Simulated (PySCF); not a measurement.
C4H9F3Si2 (SMILES C[SiH2]/C=C(/[SiH3])C(F)(F)F)

Input

```
{"job": {"kind": "uv", "xc": "B3LYP", "basis": "def2-SVPD", "ip": true}, "charge": 0, "multiplicity": 1}
C      2.841723    -0.059038     0.373703
Si     1.646409    -0.202787    -1.065852
C     -0.015468     0.616438    -0.656636
C     -1.079895     0.132664     0.008537
Si    -2.638463     1.164686     0.290810
C     -1.093983    -1.271778     0.546463
F      0.121891    -1.707287     0.907835
F     -1.571895    -2.138849    -0.348757
F     -1.876074    -1.355108     1.633366
H      2.447499    -0.592604     1.250208
H      3.817587    -0.493331     0.108168
H      2.998628     0.995538     0.646591
H      2.175181     0.555847    -2.242298
H      1.443993    -1.622248    -1.476939
H     -0.114974     1.646711    -1.027235
H     -2.766498     1.559184     1.724528
H     -3.853739     0.395194    -0.106742
H     -2.505989     2.387563    -0.553691
```

Command:

```sh
OMP_NUM_THREADS=1 python probes_run.py task.json out
```

Geometry: PBE0-D3(BJ)/def2-SVP.

Level of theory: B3LYP/def2-SVPD, SCF density, gas phase (PySCF 2.14.0).

### What will maps of the electron density and electron localisation function show?

C–C (1.35 Å): ρ at the midpoint is about 2.2 e/Å³; the ELF peaks at about 0.90 between the atoms (a multiple bond).
C–Si (1.90 Å): the density is about 0.92 e/Å³ at the midpoint; the ELF peaks at about 1 between the atoms, as expected for a shared electron pair.
C–H (1.10 Å): ρ is about 1.9 e/Å³ halfway; the ELF climbs to about 1 towards the hydrogen, as it does in any bond to H: an ordinary covalent bond to hydrogen.
C–C (1.50 Å): the density is about 1.8 e/Å³ at the midpoint; the ELF peaks at about 1 between the atoms, as expected for a shared electron pair.

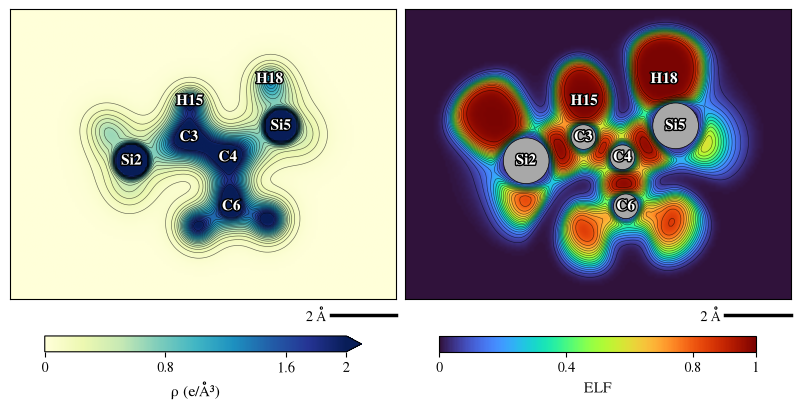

Computed electron density and electron localisation function on the plane of atoms Si2, C3 and C4, in this order. Grey discs cover the atomic cores in the ELF map. 
